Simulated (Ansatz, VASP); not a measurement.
## AlRu: VASP beside Ansatz

Wanted: the spread between two codes on one cell, functional and k mesh. The cell comes out of the VASP series on this material, whose earlier steps may have relaxed, scaled or displaced it; both programs get it as it stands.

Method: plane waves, with VASP 6.6.1 beside it; single point at PBEsol, in Ansatz 0.2.0.

## 1. The starting structure

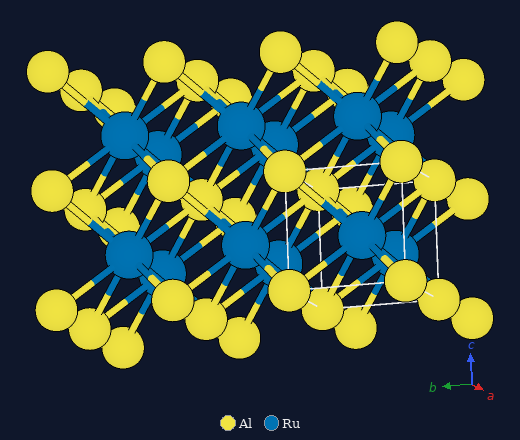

Start, viewed from a free direction; aluminium yellow, ruthenium blue. 2×3×2 cells are drawn. Some periodic images of atoms are drawn too.

Structure file:

```cif
data_structure
_symmetry_space_group_name_H-M 'P 1'
_symmetry_Int_Tables_number 1
_cell_length_a 2.9764
_cell_length_b 2.9764
_cell_length_c 2.9764
_cell_angle_alpha 90.000
_cell_angle_beta 90.000
_cell_angle_gamma 90.000
_cell_volume 26.37
loop_
_atom_site_label
_atom_site_type_symbol
_atom_site_fract_x
_atom_site_fract_y
_atom_site_fract_z
_atom_site_occupancy
Al1 Al 0.00000 0.00000 0.00000 1
Ru2 Ru 0.50000 0.50000 0.50000 1
```

## 2. VASP: single point, PBEsol

With cell and atoms fixed, the geometry can't cause a difference; cores, projectors, grids and the points listed under the comparison can.

Lines of VASP's logs that name or quote its potential files are left out, and so is its time.

The input, INCAR:

```
SYSTEM = AlRu
PREC = Accurate
ENCUT = 400
EDIFF = 1E-06
NELM = 100
ISMEAR = 1
SIGMA = 0.2
LREAL = .FALSE.
ALGO = Normal
GGA = PS
NBANDS = 14
LASPH = .TRUE.
LORBIT = 11
LWAVE = .FALSE.
LCHARG = .TRUE.
ISIF = 2
LELF = .TRUE.
LVHAR = .TRUE.
```

The input, POSCAR:

```
AlRu
1.0
    2.9764231082      0.0000000000      0.0000000000
    0.0000000000      2.9764231082      0.0000000000
    0.0000000000      0.0000000000      2.9764231082
Al Ru
1 1
Direct
    0.0000000000      0.0000000000      0.0000000000
    0.5000000000      0.5000000000      0.5000000000
```

The input, KPOINTS:

```
Automatic mesh
0
Gamma
8 8 8
0 0 0
```

Potentials, in the order of the species: Al and Ru_pv (PBE family, release 64).

Command:

```bash
> mpirun -np 2 vasp_std
```

Numbers of over 12 decimals in the logs are rounded to 6 here.

The program printed:

```text
[banner, memory and clock lines left out]
running    2 mpi-ranks, on    1 nodes
 distrk:  each k-point on    2 cores,    1 groups
 distr:  one band on    1 cores,    2 groups

 POSCAR found type information on POSCAR AlRu
 POSCAR found :  2 types and       2 ions
|                                                                             |
|               ----> ADVICE to this user running VASP <----                  |
|                                                                             |
|     You enforced a specific xc type in the INCAR file but a different       |
|     [... a line on the potential file left out ...]
|     I HOPE YOU KNOW WHAT YOU ARE DOING!                                     |
|                                                                             |

 LDA part: xc-table for (Slater+PW92), standard interpolation
 POSCAR, INCAR and KPOINTS ok, starting setup
 FFT: planning ... GRIDC
 FFT: planning ... GRID_SOFT
 FFT: planning ... GRID
 WAVECAR not read
 entering main loop
       N       E                     dE             d eps       ncg     rms          rms(c)
DAV:   1     0.942677024558E+02    0.94268E+02   -0.82556E+03  1042   0.913E+02
DAV:   2    -0.147380842341E+02   -0.10901E+03   -0.10484E+03  1124   0.287E+02
DAV:   3    -0.162682407473E+02   -0.15302E+01   -0.15258E+01  1178   0.360E+01
DAV:   4    -0.162815578709E+02   -0.13317E-01   -0.13315E-01  1294   0.335E+00
DAV:   5    -0.162817790089E+02   -0.22114E-03   -0.22113E-03  1260   0.336E-01    0.136E+01
DAV:   6    -0.155927419274E+02    0.68904E+00   -0.31293E+00   992   0.202E+01    0.254E+00
DAV:   7    -0.154972131907E+02    0.95529E-01   -0.27202E-01  1088   0.616E+00    0.225E+00
DAV:   8    -0.154796086223E+02    0.17605E-01   -0.25939E-02  1190   0.120E+00    0.234E-01
DAV:   9    -0.154794165532E+02    0.19207E-03   -0.61070E-04  1222   0.156E-01    0.150E-01
DAV:  10    -0.154794048598E+02    0.11693E-04   -0.48928E-05  1246   0.827E-02    0.185E-02
DAV:  11    -0.154794022525E+02    0.26073E-05   -0.76094E-06  1160   0.332E-02    0.722E-03
DAV:  12    -0.154794017548E+02    0.49767E-06   -0.22704E-07   826   0.467E-03
   1 F= -.15479402E+02 E0= -.15477301E+02  d E =-.630229E-02
```

OUTCAR, selected parts (step 2):

```text
ion  position               nearest neighbor table
   1  0.000  0.000  0.000-   2 2.58   2 2.58   2 2.58   2 2.58   2 2.58   2 2.58   2 2.58   2 2.58

  LATTYP: Found a simple cubic cell.
 ALAT       =     2.9764231082

 Subroutine GETGRP returns: Found 48 space group operations
 (whereof 48 operations were pure point group operations)

The static configuration has the point symmetry O_h .

 Found     35 irreducible k-points:

   k-points           NKPTS =     35   k-points in BZ     NKDIM =     35   number of bands    NBANDS=     14

   dimension x,y,z NGX =    20 NGY =   20 NGZ =   20
   dimension x,y,z NGXF=    40 NGYF=   40 NGZF=   40

   ENCUT  =  400.0 eV  29.40 Ry    5.42 a.u.   4.85  4.85  4.85*2*pi/ulx,y,z

   NELECT =      17.0000    total number of electrons

 k-points in reciprocal lattice and weights: Automatic mesh
   0.00000000  0.00000000  0.00000000       0.002
   0.12500000  0.00000000  0.00000000       0.012
   0.25000000  0.00000000  0.00000000       0.012
   0.37500000  0.00000000  0.00000000       0.012
   0.50000000  0.00000000  0.00000000       0.006
   0.12500000  0.12500000  0.00000000       0.023
   0.25000000  0.12500000  0.00000000       0.047
   0.37500000  0.12500000  0.00000000       0.047
   0.50000000  0.12500000  0.00000000       0.023
[...]
0.50000000  0.50000000  0.37500000       0.012
   0.50000000  0.50000000  0.50000000       0.002

 average (electrostatic) potential at core
       1 -68.0497       2 -67.7821

 E-fermi :  10.8690

 k-point     1 :       0.0000    0.0000    0.0000
  band No.  band energies     occupation
    ...
      2     -30.8740      2.00000
      3     -30.8740      2.00000
      4       1.0387      2.00000
      5       7.1483      2.00000
      6       7.1483      2.00000
      7      11.0299      0.01754
      8      11.0299      0.01754
      9      11.0299      0.01754
     10      16.9597      0.00000
     11      16.9597      0.00000
    ...

 k-point     2 :       0.1250    0.0000    0.0000
  band No.  band energies     occupation
    ...
      4       1.3414      2.00000
      5       7.2449      2.00000
      6       7.2539      2.00000
      7      10.6715      2.04754
      8      10.6715      2.04754
      9      11.0670     -0.04812
     10      15.7233      0.00000
     11      17.5458      0.00000
     12      17.5458      0.00000
     13      21.2450      0.00000
    ...

 k-point     3 :       0.2500    0.0000    0.0000
  band No.  band energies     occupation
    ...
      4       2.2064      2.00000
      5       7.2613      2.00000
      6       7.5270      2.00000
      7       9.9706      2.00000
      8       9.9706      2.00000
      9      11.1582     -0.05993
     10      13.9809     -0.00000
     11      18.9320      0.00000
     12      18.9320      0.00000
     13      19.8858      0.00000
    ...

  Total       -0.0101479     -0.0101479     -0.0101479      0.0000000      0.0000000     -0.0000000
  in kB       -0.6165964     -0.6165964     -0.6165964      0.0000000      0.0000000     -0.0000000
  external PRESSURE =      -0.6165964 kB  Pullay stress =       0.0000000 kB

  energy-cutoff  :      400.00
  volume of cell :       26.37
      direct lattice vectors                 reciprocal lattice vectors
     2.976423108  0.000000000  0.000000000     0.335973739  0.000000000  0.000000000
     0.000000000  2.976423108  0.000000000     0.000000000  0.335973739  0.000000000
     0.000000000  0.000000000  2.976423108     0.000000000  0.000000000  0.335973739

 POSITION                                       TOTAL-FORCE (eV/Angst)
 -----------------------------------------------------------------------------------
      0.00000      0.00000      0.00000         0.000000      0.000000      0.000000
      1.48821      1.48821      1.48821         0.000000      0.000000      0.000000
 -----------------------------------------------------------------------------------
    total drift:                               -0.000000      0.000000      0.000000

  FREE ENERGIE OF THE ION-ELECTRON SYSTEM (eV)
  ---------------------------------------------------
  free  energy   TOTEN  =       -15.4794017548 eV

  energy  without entropy=      -15.4730994680  energy(sigma->0) =      -15.47730099

 total charge
# of ion       s       p       d       tot
------------------------------------------
    1        0.393   0.426   0.000   0.819
    2        0.339   6.252   6.228  12.819
--------------------------------------------------
tot          0.732   6.678   6.228  13.638

[... 3 further parts left out ...]
```

The run ends at a pressure of -0.06 GPa.

## 3. Ansatz: single point, PBEsol

Ansatz runs on its default PAW (the set named soft_2) files.

The same cell, functional, mesh and smearing now go to Ansatz, which takes its cutoff from its data sets.

The input, input.yaml:

```yaml
crystal:
  lattice:
    - [2.9764231082, 0.0, 0.0]
    - [0.0, 2.9764231082, 0.0]
    - [0.0, 0.0, 2.9764231082]
  atoms:
    - { symbol: Al, position: [0.0, 0.0, 0.0] }
    - { symbol: Ru, position: [0.5, 0.5, 0.5] }
hamiltonian:
  xc: pbesol
  pseudopotentials: { kind: paw }
kpoints:
  mp_grid: { grid: [8, 8, 8] }
scf:
  occupations: { method: methfessel_paxton, width: 0.2 }
  n_extra_bands: 4
output:
  forces: true
  stress: true
  eigenvalues: true
```

Command:

```bash
> ansatz run input.yaml --threads 2 --pin off --max-ram 4608MiB --backend cpu --events-out ev --progress --plain --runs-dir out
```

The program printed:

```text
scf.n_extra_bands = 4 over 10 filled bands (N_el = 19.0): the run solves 14 bands
Engine: ansatz 0.2.0, aarch64-unknown-linux-gnu
Pseudopotentials: kind: paw
Pseudopotential: Al, paw, valence charge 3, recommended cutoff 420 eV (normal), Al.paw.azcp
Pseudopotential: Ru, paw, valence charge 16, recommended cutoff 420 eV (normal), Ru.paw.azcp
Functional definition: PBEsol
  exchange = pbesol_x
  correlation = pbesol_c
Crystal: 2 atoms, lattice volume = 26.368 Å³
Basis set: ecut = 420 eV, 485 PW (Γ), exchange–correlation on 40×40×40 points (8 copies of the dense FFT grid, shifted against one another)
Bands: 14, of which v1, the nominal top of the filled ones, is band 10 counted from 1 (9 counted from 0)
Symmetry: 48 space group operations
Space group: Pm-3m (ITA 221), of the structure as read, at distance tolerance 3.0e-5 Å
k-points: 35 of 512
Non-local potential: Al, projectors of the file, l = 0: 2, l = 1: 2, l = 2: 1
Non-local potential: Ru, projectors of the file, l = 0: 3, l = 1: 2, l = 2: 2, l = 3: 1
PAW form: soft (Blöchl's): semilocal exchange-correlation on the pseudo side does not see the compensation charge
PAW frozen core: Al, regenerated for the run's functional, and the local potential with it (the file was generated under x = pbe(κ = 0.804, μ = 0.219515), c = pbe(β = 0.066725))
PAW frozen core: Ru, regenerated for the run's functional, and the local potential with it (the file was generated under x = pbe(κ = 0.804, μ = 0.219515), c = pbe(β = 0.066725))
PAW one-centre angular grid: Al, 110 points (default); XC on 64 Gauss nodes
PAW one-centre angular grid: Ru, 590 points (default); XC on 64 Gauss nodes
Initial density: superposition of atomic densities (neutral atoms: chi_scale 0, normalization atom), corrected by the library's trained network
Initial wavefunctions: pseudopotential atomic-orbital guess
Functional: x = pbesol(κ = 0.804, μ = 0.123457), c = pbesol(β = 0.046)
SCF iter   1: F=—  HF=-6342.271473 eV  |F-HF|=—  |Δ(HF+E_count)|=         —  Δρ=7.61e-3  dr2=1.80e-2  ethr=1.77e-3  ⟨swp⟩=5.0  Hψ=2376  notcnv=0
preconditioner: auto → none  [metal: Δε(μ)=0.040 eV  Ē_g=8.964 eV  σ=0.200 eV  W_gap=0.17  n_scr=6 (ndim 8)  ℏωp=24.0 eV  f_vac=0.000  D(μ)=2.50/eV (n_scr^D=26)  sad-step TF]
SCF iter   2: F=—  HF=-6342.269105 eV  |F-HF|=—  |Δ(HF+E_count)|=   2.37e-3  S|Δr|=    0.00e0  Δρ=4.34e-3  dr2=6.54e-3  ethr=9.47e-5  ⟨swp⟩=1.2  Hψ=777  notcnv=0
SCF iter   3: F=—  HF=-6342.267768 eV  |F-HF|=—  |Δ(HF+E_count)|=   1.34e-3  S|Δr|=    0.00e0  Δρ=4.75e-4  dr2=6.16e-5  ethr=3.44e-5  ⟨swp⟩=2.2  Hψ=708  notcnv=0
SCF iter   4: F=—  HF=-6342.267687 eV  |F-HF|=—  |Δ(HF+E_count)|=   8.07e-5  S|Δr|=    0.00e0  Δρ=1.06e-4  dr2=2.30e-6  ethr=3.24e-7  ⟨swp⟩=2.0  Hψ=678  notcnv=0
SCF iter   5: F=-6342.267687 eV  HF=-6342.267687 eV  |F-HF|=4.02e-9  |Δ(HF+E_count)|=   1.91e-7  S|Δr|=    0.00e0  Δρ=7.65e-6  dr2=9.43e-9  ethr=5.26e-10  ⟨swp⟩=3.6  Hψ=2052  notcnv=0
SCF 1 converged in 5 iterations: F = -6342.267687 eV  dr2 = 9.43e-9
  greatest PAW one-centre occupation: 0.999 electrons in one spin orbital (limit 2), on the Ru atom at site 1 (counted from 0), in its partial waves of l = 0
SCF converged after 5 iterations
Stability not checked: this state was not tested for a lower state beside it, because cold or Methfessel-Paxton smearing, or corrected tetrahedra, fill the levels in a way that the test cannot read (fill_not_monotonic; see scf.lower_state_search)
Free energy (F): -6342.267687 eV
Harris-Foulkes:  -6342.267687 eV  (|F-HF|=4.02e-9)
Internal energy: -6342.261423 eV  (E = F + TS)
E sigma→0 (E₀):  -6342.266121 eV
Entropy (-TS):   -0.006264 eV (-3.132 meV/atom)
Fermi energy:    16.344793 eV
--- Per-component energies (eV) ---
  E_band       = -116.298493
  E_kinetic    = 544.034895
  E_local      = -1784.991433  (includes V_loc(G=0)·N_el)
  E_nonlocal   = 356.752404
  E_hartree    = 633.174411
  E_xc         = -231.037602
  E_vxc        = -270.648561  (∫ρ·V_xc dr)
  E_paw        = -3855.470885  (= ΣΔE_a)
  E_vpaw       = -227.790138  (= ΣTr[D̂ρ^β])
  E_aug_tail   = -0.000192  (compensation charges beyond the density's cutoff)
  E_ewald      = -2004.995456
  E_core_change = 0.272435  (= ΣΔE_core)
  E_smearing   = -0.006264  (= −TS)
  E_closure    = -0.000000  (closes the sum)
  Σ components = -6342.267687   (vs F -6342.267687, Δ=0.00e0)
--- Forces (eV/Å), atoms counted from 1 ---
  atom   1  Al    -0.00000000    -0.00000000    -0.00000000
  atom   2  Ru     0.00000000    -0.00000000     0.00000000
  max |Σ_I F_I| component: 1.27e-29 eV/Å
--- Stress (GPa, compression-positive) ---
        0.281788      -0.000000       0.000000
       -0.000000       0.281788       0.000000
        0.000000       0.000000       0.281788
  P = ⅓ Tr σ = 0.2818 GPa (2.818 kbar)
--- Band table (eV; the first three rows and the last of 35) ---
  k-point 0: bands = [... 6 lower, 12.6243, 16.5047, 16.5047, 16.5047, 22.4293, 22.4293, 22.4293, 27.3377]
  k-point 1: bands = [... 6 lower, 12.7299, 16.1465, 16.1465, 16.5419, 21.1949, 23.0136, 23.0136, 26.6788]
  k-point 2: bands = [... 6 lower, 13.0026, 15.4458, 15.4458, 16.6335, 19.4556, 24.3941, 24.3941, 25.3235]
  k-point 34: bands = [... 6 lower, 11.5830, 17.9709, 17.9709, 18.9787, 20.4259, 20.4259, 20.4259, 25.0142]
```

Elapsed: 0.99 s, on 2 threads of Arm Neoverse N1, shared host; peak memory 0.26 GiB.

The run ends at a pressure of 0.28 GPa.

## 4. Differences

Known differences besides the PAW data sets themselves: the data sets hold 19 valence electrons in Ansatz (default PAW (the set named soft_2) files) and 17 in VASP; the cutoff is 420 eV in Ansatz and 400 eV in VASP; Ansatz makes its cores anew for this functional, VASP keeps those of its PBE data sets. Total energies have different zeros and are not compared.

Both answers:

```csv
quantity,Ansatz,VASP,difference
pressure (GPa),0.28,-0.06,+0.34
```

Ansatz's pressure holds a Pulay correction of 0.05 GPa; VASP's holds none.

## 5. Looking for the cause

An all-electron run, which needs no data sets, serves as referee.

```csv
run,difference in pressure (GPa)
as above,0.34
Ansatz's all-electron LAPW method,0.28
```

## 6. What came out

| Item | Value |
| --- | --- |
| difference in pressure (single point, PBEsol) | 0.34 GPa |

**Reading.** The difference in pressure is 0.34 GPa (single point, PBEsol), within the 1 GPa picked in this series as the mark of a large difference. For single point, PBEsol: no further run halves the difference in pressure; only Ansatz's side was varied. The all-electron run, which needs no data set, lies 0.28 GPa from VASP and 0.059 GPa from Ansatz's PAW result, so it sides with Ansatz. Differences of this kind measure data sets and numerical settings, not the functional's error against experiment.

[Lines on the potential files, build, host, timing and source positions are cut from VASP's logs without a mark.]

[Logs are printed without paths, hosts, clocks, repeated set-up lines and the standing remarks that a program may print on its own settings, such as how far it seeks lower states.]

[Hosts, paths, dates, database ids (printed as entryN), source tags and the programs' standing remarks are cut or masked in the printed files.]
